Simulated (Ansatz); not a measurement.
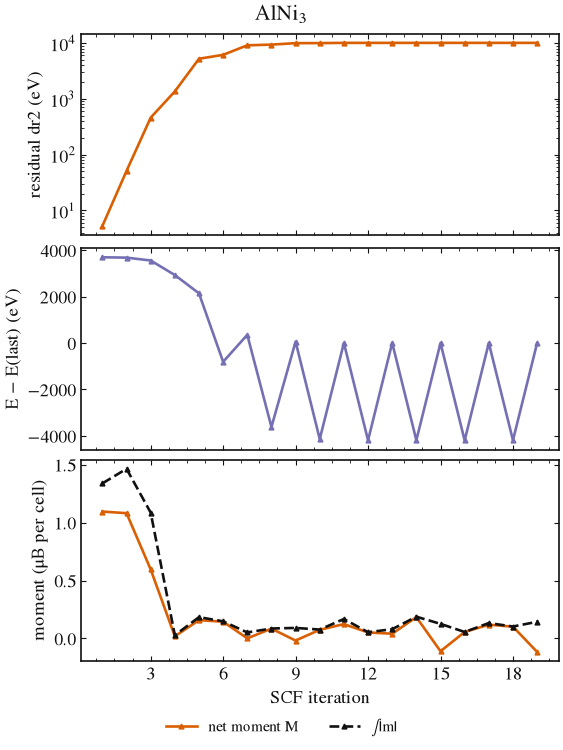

The plot shows the SCF iterations of a calculation: density residual dr2, Harris–Foulkes energy less its last value, magnetic moments. dr2 is the charge part; the magnetisation has a residual of its own.

AlNi3 (4 atoms in the cell), run with Ansatz.

```
crystal:
  lattice:
    - [3.5610622859, 0.0, 0.0]
    - [0.0, 3.5610622859, 0.0]
    - [0.0, 0.0, 3.5610622859]
  atoms:
    - { symbol: Al, position: [0.0, 0.0, 0.0] }
    - { symbol: Ni, position: [0.0, 0.5, 0.5], spin: 0.4 }
    - { symbol: Ni, position: [0.5, 0.0, 0.5], spin: 0.4 }
    - { symbol: Ni, position: [0.5, 0.5, 0.0], spin: 0.4 }
basis:
  ecutwfc: 500
kpoints:
  mp_grid: { grid: [12, 12, 12] }
hamiltonian:
  xc: r2scan
scf:
  occupations: { method: gaussian, width: 0.1 }
  mixing: { algorithm: anderson, beta: 1.0, ndim: 1, preconditioner: none }
  max_iter: 80
output:
  forces: true
  eigenvalues: true
  stress: true
magnetization:
  spin_polarized: true
```

Run as:
```bash
ansatz run input.yaml --threads 1 --pin off --max-ram 2560MiB --backend cpu --events-out ev --progress --plain --runs-dir out
```

Did the calculation converge?

Answer. It was still iterating, at step 19, when the time limit ended it. The residual first climbs from 5. In the end the energy jumps back and forth between two values on alternate steps while the residual stays near 10⁴, so the iteration is locked in a two-step cycle.

What is the residual at the start and at the end?

Answer. It starts near 5 and ends near 10⁴ eV.

How do the moments develop?

Answer. The net moment goes from 1.1 to −0.1 μB per cell, though in an unconverged run this needn't be final.

What lies behind the failure?

Answer. The input holds a fault, mixing far too strong: scf.mixing set to {"algorithm": "anderson", "beta": 1.0, "ndim": 1, "preconditioner": "none"}. The plot doesn't show it to be the cause; the time allowed was short.
